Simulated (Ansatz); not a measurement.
Reaction (SMILES): C=O (CH2-O) → CH2O+ (doublet, bonded as C=O) + e-
B3LYP-D3(BJ)/def2-TZVP geometries, fixed; electronic energies without zero-point terms.

Basis-set convergence of the adiabatic ionisation energy at B2PLYP with Ansatz (an electronic-structure program). Cartesian d functions, on some or all atoms, in 6-31G**; all else is spherical. Cores are frozen. Open shells are unrestricted. No added dispersion term, no relativity. Functions are those of the species that has most. Reference: the value in aug-pcseg-3, 10.906 eV, itself unsure by roughly 0.003 eV (its mean distance from aug-cc-pVQZ, cc-pV5Z, def2-QZVPPD). Deviations are taken from unrounded values.

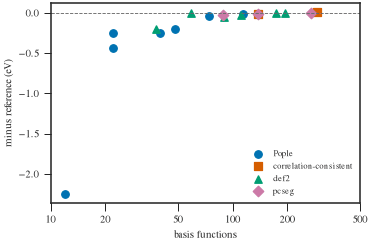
Deviation from the reference against the number of basis functions, by family of sets.

```
basis              functions  adiabatic ionisation energy (eV)  minus reference (eV)
-----------------  ---------  --------------------------------  --------------------
STO-3G                    12                             8.653                -2.253
3-21G                     22                            10.463                -0.443
6-31G                     22                            10.653                -0.253
def2-SVP                  38                            10.702                -0.203
6-31G**                   40                            10.655                -0.251
6-311G**                  48                            10.710                -0.196
def2-SVPD                 59                            10.898                -0.008
6-311++G(2d,2p)           74                            10.866                -0.040
pcseg-2                   88                            10.876                -0.030
def2-TZVPP                90                            10.855                -0.051
def2-TZVPPD              111                            10.879                -0.027
6-311++G(3df,3pd)        114                            10.888                -0.017
aug-cc-pVTZ              138                            10.892                -0.014
aug-pcseg-2              138                            10.894                -0.012
def2-QZVPP               174                            10.896                -0.009
def2-QZVPPD              195                            10.901                -0.004
aug-pcseg-3              268                            10.906                 0.000
cc-pV5Z                  292                            10.909                 0.003
```
